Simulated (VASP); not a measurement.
Band structure of Br (space group Cmce). All values below come from r2SCAN meta-GGA, VASP's PBE PAW potentials (set 64) (plane waves; VASP).

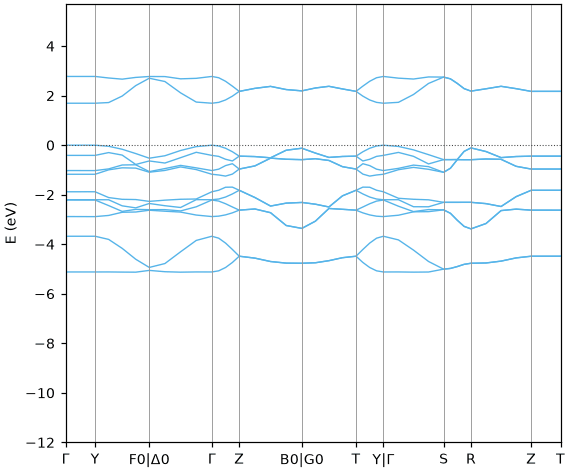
Bands along high-symmetry lines, zero at the valence-band maximum or, without a gap, the Fermi level

**Question.** Read the plot: is there a gap, and where are the band edges?

**Answer.** The gap is direct, 1.69 eV, from the valence maximum at Γ to the conduction minimum at Γ.

The structure comes from a measured Br entry (Cmce) of the Crystallography Open Database, whose conditions weren't checked. It was relaxed first, which changed the volume by -7 %.
